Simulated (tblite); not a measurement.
**Geometry relaxation, with input and output: C5H7BrO2Si**

- system: C5H7BrO2Si
- method: GFN2-xTB geometry optimisation, gas phase (tblite 0.8.0)

It belongs to a series of runs on one base structure; here: H on Si replaced by CH3.

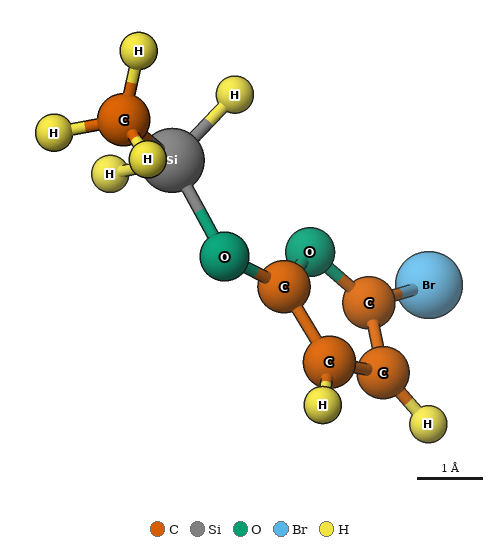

**Figure 1.** The structure as given in the input (ball-and-stick view, seen at a tilt). Bond lengths as drawn: Br–C 1.92 Å, C–C 1.38 to 1.39 Å, C–H 1.08 to 1.12 Å, C–O 1.32 to 1.38 Å, C–Si 1.85 Å, H–Si 1.47 to 1.49 Å and O–Si 1.75 Å.

The input:
```
{"job": {"kind": "relax", "xc": "GFN2-xTB", "basis": "xTB"}, "charge": 0, "multiplicity": 1}
C     -3.322100     0.076500     0.340200
Si    -1.620300     0.781100     0.158200
O     -0.545500    -0.562900    -0.161300
C      0.801000    -0.347100     0.020200
C      1.736000    -1.355400    -0.199200
C      2.964800    -0.806000     0.083800
C      2.722300     0.495100     0.479000
Br     4.112700     1.712700     1.010300
O      1.425600     0.742700     0.443900
H     -3.871400     0.306000    -0.588000
H     -3.238000    -1.027900     0.371600
H     -3.857300     0.417900     1.259800
H     -1.281900     1.427700     1.451700
H     -1.504500     1.797500    -0.895300
H      1.542200    -2.354000    -0.548900
H      3.928800    -1.295000     0.030200
```

The first line tells a small driver script what to run in tblite; the rest is the geometry in Å.

Run on 1 CPU thread, shared host.

Launched with:
```bash
OMP_NUM_THREADS=1 python <driver script> task.json out
```

The program's output:
```
step      E/eV     max force
  0    -768.53350    2.966
  1    -768.86300    1.781
  2    -768.95418    0.975
  3    -769.03444    0.855
  4    -769.06894    0.567
  5    -769.09304    0.407
  6    -769.10536    0.284
  7    -769.11830    0.270
  8    -769.12439    0.176
  9    -769.12880    0.139
 10    -769.13251    0.155
 11    -769.13658    0.152
 12    -769.14005    0.154
 13    -769.14262    0.134
 14    -769.14478    0.131
 15    -769.14687    0.123
 16    -769.14869    0.110
 17    -769.15015    0.099
 18    -769.15147    0.141
 19    -769.15290    0.152
 20    -769.15451    0.099
 21    -769.15615    0.101
 22    -769.15766    0.096
 23    -769.15890    0.124
 24    -769.15975    0.093
 25    -769.16022    0.051
 26    -769.16045    0.039
 27    -769.16062    0.037
 28    -769.16079    0.037
 29    -769.16100    0.039
 30    -769.16121    0.036
 31    -769.16138    0.032
 32    -769.16151    0.027
 33    -769.16164    0.031
 34    -769.16179    0.038
 35    -769.16198    0.037
 36    -769.16222    0.044
 37    -769.16250    0.043
 38    -769.16281    0.047
 39    -769.16309    0.044
 40    -769.16332    0.041
 41    -769.16359    0.043
 42    -769.16405    0.066
 43    -769.16490    0.097
 44    -769.16620    0.123
 45    -769.16767    0.123
 46    -769.16906    0.087
 47    -769.17017    0.076
 48    -769.17122    0.109
 49    -769.17269    0.137
 50    -769.17412    0.112
 51    -769.17473    0.123
 52    -769.17521    0.079
 53    -769.17576    0.053
 54    -769.17614    0.043
 55    -769.17675    0.037
 56    -769.17703    0.037
 57    -769.17733    0.056
 58    -769.17762    0.063
 59    -769.17826    0.056
 60    -769.17886    0.065
 61    -769.17928    0.051
 62    -769.17952    0.038
 63    -769.17978    0.046
 64    -769.18012    0.048
 65    -769.18048    0.049
 66    -769.18079    0.052
 67    -769.18097    0.048
 68    -769.18130    0.071
 69    -769.18166    0.059
 70    -769.18291    0.055
 71    -769.18348    0.063
 72    -769.18427    0.077
 73    -769.18514    0.087
 74    -769.18624    0.067
 75    -769.18699    0.098
 76    -769.18763    0.061
 77    -769.18831    0.065
 78    -769.18954    0.069
 79    -769.19045    0.067
 80    -769.19148    0.068
 81    -769.19188    0.039
 82    -769.19205    0.023
 83    -769.19214    0.025
 84    -769.19224    0.027
 85    -769.19233    0.023
 86    -769.19241    0.022
 87    -769.19250    0.018
 88    -769.19257    0.017
 89    -769.19263    0.018
 90    -769.19267    0.018
 91    -769.19271    0.014
 92    -769.19274    0.015
 93    -769.19279    0.014
 94    -769.19284    0.013
 95    -769.19289    0.015
 96    -769.19293    0.019
 97    -769.19298    0.021
 98    -769.19305    0.021
 99    -769.19317    0.027
100    -769.19336    0.036
101    -769.19361    0.038
102    -769.19384    0.028
103    -769.19402    0.042
104    -769.19420    0.035
105    -769.19444    0.046
106    -769.19480    0.051
107    -769.19521    0.052
108    -769.19555    0.047
109    -769.19582    0.067
110    -769.19614    0.063
111    -769.19645    0.058
112    -769.19677    0.031
113    -769.19684    0.018
114    -769.19688    0.022
115    -769.19690    0.011
116    -769.19691    0.015
117    -769.19693    0.010
118    -769.19695    0.012
119    -769.19700    0.014
120    -769.19705    0.016
121    -769.19709    0.015
122    -769.19711    0.010
```

Trajectory as extended XYZ (Å, eV, eV/Å), 7 of the 123 frames kept, from step=0 to step=122:
```
16
Properties=species:S:1:pos:R:3:forces:R:3 step=0 energy=-768.53350
C    -3.3221    0.0765    0.3402   -0.8040  -1.0090  -0.0990
Si   -1.6203    0.7811    0.1582    1.4930  -0.1430   0.3420
O    -0.5455   -0.5629   -0.1613    0.8790   2.6790   0.9200
C     0.8010   -0.3471    0.0202   -0.8410  -2.7010  -0.8080
C     1.7360   -1.3554   -0.1992   -1.4950  -0.1470  -0.3360
C     2.9648   -0.8060    0.0838    1.5090   0.7380   0.4540
C     2.7223    0.4951    0.4790    1.8450  -1.1100  -0.1390
Br    4.1127    1.7127    1.0103   -1.0090  -0.2680  -0.1900
O     1.4256    0.7427    0.4439   -1.4620   1.6510   0.2840
H    -3.8714    0.3060   -0.5880   -0.1700  -0.0300   0.7620
H    -3.2380   -1.0279    0.3716   -0.2810   0.5430   0.1350
H    -3.8573    0.4179    1.2598    0.3910  -0.2370  -1.1010
H    -1.2819    1.4277    1.4517    0.1930  -0.2150  -0.2880
H    -1.5045    1.7975   -0.8953    0.1350  -0.2210  -0.0390
H     1.5422   -2.3540   -0.5489   -0.0840   0.2220   0.0830
H     3.9288   -1.2950    0.0302   -0.2980   0.2480   0.0200
16
Properties=species:S:1:pos:R:3:forces:R:3 step=20 energy=-769.15451
C    -3.2598    0.0236    0.3011    0.0010   0.0290   0.0000
Si   -1.5604    0.8535    0.2280   -0.0640   0.0740   0.0020
O    -0.5303   -0.4101   -0.0564    0.0000  -0.0140  -0.0010
C     0.7825   -0.3971    0.0234    0.0270  -0.0130   0.0180
C     1.6875   -1.3869   -0.2167    0.0310  -0.0480  -0.0140
C     2.9664   -0.8403    0.0682    0.0160   0.0530   0.0200
C     2.7340    0.4399    0.4542   -0.0520   0.0180   0.0090
Br    3.8661    1.8134    1.0089   -0.0010  -0.0680  -0.0370
O     1.4096    0.7285    0.4308   -0.0540   0.0750   0.0200
H    -3.8513    0.2765   -0.5740    0.0360  -0.0910  -0.0160
H    -3.1891   -1.0590    0.3716   -0.0180   0.0590  -0.0390
H    -3.8206    0.3801    1.1602    0.0390  -0.0250   0.0110
H    -1.1957    1.4962    1.4879    0.0220   0.0130   0.0490
H    -1.4333    1.8042   -0.8792    0.0320  -0.0070   0.0060
H     1.4750   -2.3764   -0.5532   -0.0260  -0.0860  -0.0180
H     3.9117   -1.3371    0.0013    0.0090   0.0310  -0.0090
16
Properties=species:S:1:pos:R:3:forces:R:3 step=41 energy=-769.16359
C    -3.2407    0.0264    0.2767   -0.0210  -0.0100  -0.0070
Si   -1.5516    0.8744    0.2556    0.0060  -0.0080   0.0310
O    -0.5523   -0.4210   -0.0078    0.0190   0.0100  -0.0020
C     0.7602   -0.4062    0.0560    0.0120  -0.0270  -0.0080
C     1.6644   -1.3936   -0.2002    0.0250  -0.0080  -0.0040
C     2.9442   -0.8312    0.0516    0.0070  -0.0010  -0.0010
C     2.7099    0.4479    0.4376   -0.0150  -0.0010  -0.0030
Br    3.8629    1.8174    0.9461    0.0090   0.0030  -0.0070
O     1.3840    0.7289    0.4457   -0.0110  -0.0290  -0.0210
H    -3.8058    0.2294   -0.6262   -0.0030   0.0240  -0.0360
H    -3.1440   -1.0510    0.3679    0.0190  -0.0260   0.0010
H    -3.8372    0.3765    1.1119   -0.0160   0.0340   0.0030
H    -1.1993    1.4780    1.5397   -0.0120   0.0320   0.0260
H    -1.3455    1.8335   -0.8321   -0.0270  -0.0110   0.0180
H     1.4476   -2.3889   -0.5250    0.0040   0.0110   0.0080
H     3.8957   -1.3116   -0.0413    0.0050   0.0050   0.0020
16
Properties=species:S:1:pos:R:3:forces:R:3 step=61 energy=-769.17928
C    -3.2436    0.0372    0.1561   -0.0080   0.0070   0.0050
Si   -1.5600    0.8391    0.4625   -0.0020  -0.0060   0.0060
O    -0.5462   -0.4477    0.2174    0.0090   0.0030  -0.0140
C     0.7673   -0.4232    0.1785    0.0010   0.0130  -0.0320
C     1.6575   -1.4111   -0.1231    0.0050   0.0150  -0.0100
C     2.9457   -0.8188   -0.0354    0.0060  -0.0270   0.0120
C     2.7312    0.4755    0.3087   -0.0280  -0.0290   0.0320
Br    3.9140    1.8782    0.6225   -0.0130   0.0030  -0.0030
O     1.4086    0.7376    0.4476   -0.0210  -0.0020  -0.0210
H    -3.5484    0.1358   -0.8820    0.0120  -0.0120   0.0080
H    -3.2374   -1.0216    0.3982    0.0090   0.0090   0.0150
H    -4.0063    0.5151    0.7615   -0.0070   0.0120  -0.0060
H    -1.3661    1.3327    1.8266    0.0000  -0.0190   0.0090
H    -1.2394    1.8930   -0.5004    0.0030   0.0110  -0.0090
H     1.4243   -2.4227   -0.3812    0.0160   0.0280   0.0210
H     3.8912   -1.2902   -0.2014    0.0200  -0.0060  -0.0140
16
Properties=species:S:1:pos:R:3:forces:R:3 step=81 energy=-769.19188
C    -3.2490    0.0572    0.1566   -0.0290  -0.0030   0.0260
Si   -1.5521    0.8120    0.4895    0.0150  -0.0050  -0.0110
O    -0.5486   -0.4395    0.0711   -0.0070  -0.0030   0.0010
C     0.7658   -0.4190    0.0831   -0.0070  -0.0040  -0.0040
C     1.6712   -1.4155   -0.1336   -0.0030   0.0050  -0.0140
C     2.9538   -0.8200   -0.0005   -0.0010   0.0200  -0.0190
C     2.7194    0.4850    0.2860    0.0120   0.0120   0.0140
Br    3.8770    1.9097    0.5956    0.0050  -0.0030   0.0040
O     1.3921    0.7502    0.3451    0.0090  -0.0020   0.0010
H    -3.4555   -0.0301   -0.9062    0.0140  -0.0080   0.0090
H    -3.3366   -0.9346    0.5928   -0.0110   0.0250  -0.0120
H    -4.0220    0.6835    0.5907    0.0120  -0.0220  -0.0220
H    -1.3267    1.1210    1.9022    0.0120   0.0140   0.0100
H    -1.2609    1.9794   -0.3444    0.0030  -0.0200   0.0030
H     1.4571   -2.4372   -0.3619   -0.0160  -0.0070   0.0010
H     3.9074   -1.2931   -0.1100   -0.0080   0.0010   0.0120
16
Properties=species:S:1:pos:R:3:forces:R:3 step=102 energy=-769.19384
C    -3.2447    0.0542    0.1757   -0.0120   0.0060   0.0180
Si   -1.5435    0.8102    0.4781   -0.0220  -0.0020   0.0150
O    -0.5523   -0.4476    0.0533   -0.0040   0.0080  -0.0060
C     0.7612   -0.4181    0.0637   -0.0010  -0.0120   0.0210
C     1.6689   -1.4080   -0.1674    0.0010  -0.0040   0.0130
C     2.9489   -0.8138   -0.0048    0.0030   0.0030  -0.0100
C     2.7100    0.4845    0.3075    0.0100  -0.0060   0.0070
Br    3.8649    1.9009    0.6620   -0.0010  -0.0020   0.0030
O     1.3816    0.7472    0.3563    0.0050  -0.0120  -0.0010
H    -3.4319   -0.0997   -0.8832   -0.0090  -0.0210   0.0170
H    -3.3532   -0.9032    0.6773    0.0020  -0.0040  -0.0240
H    -4.0161    0.7147    0.5556   -0.0130   0.0150  -0.0170
H    -1.3002    1.1423    1.8835    0.0140   0.0050  -0.0130
H    -1.2545    1.9551   -0.3837   -0.0010   0.0260  -0.0040
H     1.4491   -2.4241   -0.4159    0.0250   0.0010  -0.0040
H     3.9042   -1.2856   -0.1018    0.0040   0.0010  -0.0150
16
Properties=species:S:1:pos:R:3:forces:R:3 step=122 energy=-769.19711
C    -3.2502    0.0496    0.2011   -0.0050   0.0030   0.0000
Si   -1.5441    0.8149    0.4532   -0.0010   0.0050  -0.0030
O    -0.5519   -0.4556    0.0673    0.0000  -0.0090   0.0000
C     0.7622   -0.4281    0.0789   -0.0030   0.0040   0.0010
C     1.6741   -1.3966   -0.2190    0.0020  -0.0010  -0.0040
C     2.9526   -0.8047   -0.0358   -0.0040  -0.0010   0.0060
C     2.7096    0.4702    0.3586   -0.0010  -0.0020  -0.0040
Br    3.8560    1.8707    0.7930    0.0100   0.0010   0.0000
O     1.3803    0.7207    0.4347   -0.0020   0.0060   0.0020
H    -3.3995   -0.2727   -0.8255    0.0030   0.0000   0.0020
H    -3.4037   -0.8139    0.8417    0.0040   0.0000   0.0010
H    -4.0198    0.7771    0.4352    0.0010  -0.0040  -0.0020
H    -1.2825    1.2135    1.8369   -0.0010  -0.0020   0.0030
H    -1.2635    1.9245   -0.4593   -0.0040   0.0000   0.0000
H     1.4637   -2.3980   -0.5279    0.0010   0.0010  -0.0020
H     3.9091   -1.2627   -0.1771    0.0010  -0.0010   0.0010
```

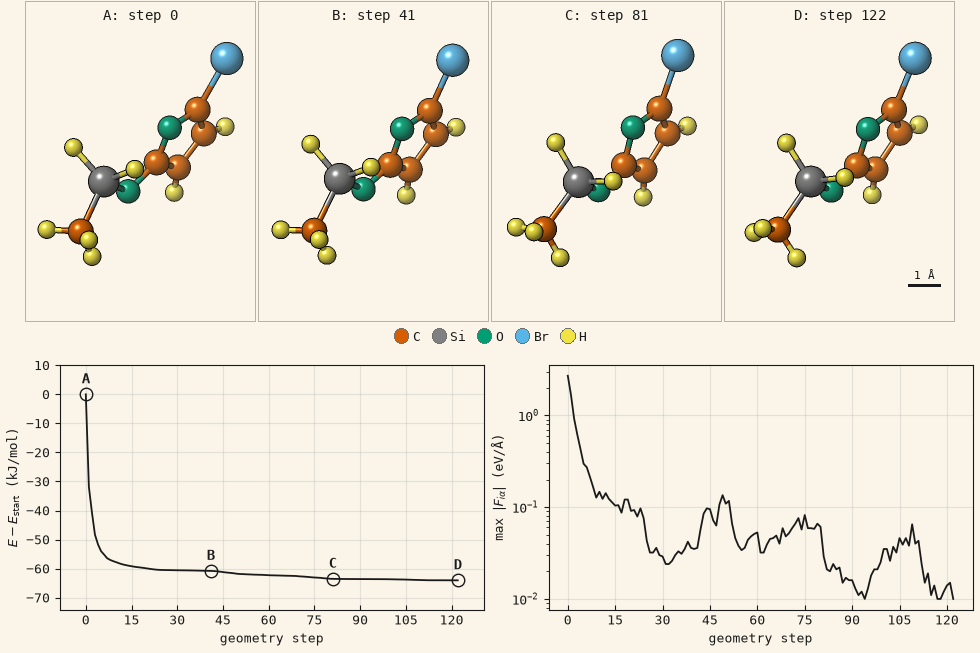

**Figure 2.** Frames of the relaxation (ball-and-stick view, seen at a tilt) above the curves, on which the letters mark them (steps are counted from 0).

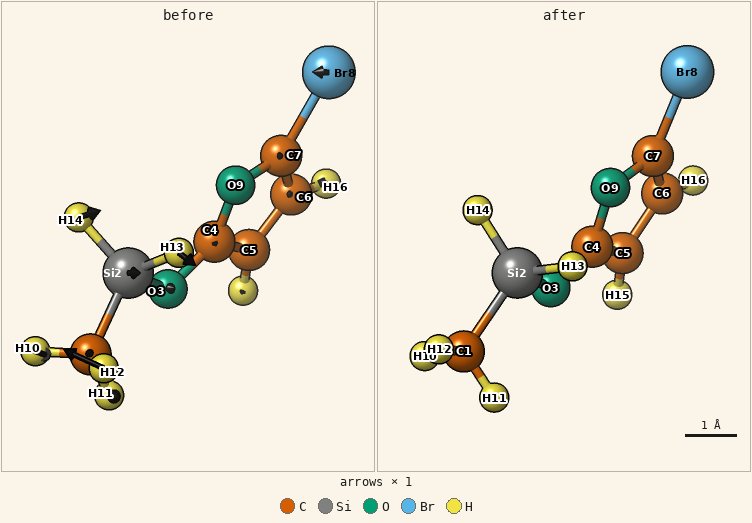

**Figure 3.** Before (left) and after (right) the relaxation, at one scale (ball-and-stick view, seen at a tilt). The black arrows give the displacements, at true length. The largest move after the best rigid fit is that of H12, 0.92 Å. By element the largest moves are H 0.92 Å, Br 0.36 Å, Si 0.31 Å, O 0.25 Å, C 0.16 Å. Distances before and after: Si2–O3 1.750 → 1.658 Å, C7–Br8 1.923 → 1.861 Å, O3–C4 1.376 → 1.314 Å, C5–C6 1.375 → 1.421 Å. Among the angles that change: O3–C4–O9 129.2° → 118.5°, Br8–C7–O9 126.8° → 116.9°, O3–C4–C5 121.5° → 130.7°. The energy falls by 64.0 kJ/mol in 122 geometry steps. The largest force component goes from 2.7 to 0.01 eV/Å. (Atoms are counted from 1 in the order of the input.)

Key numbers:

```json
{"quantity": "outcome", "value": "converged"}
{"quantity": "total energy", "value": "−769.1971 eV"}
{"quantity": "wall time", "value": "1.1 s"}
{"quantity": "peak memory", "value": "0.18 GiB"}
```
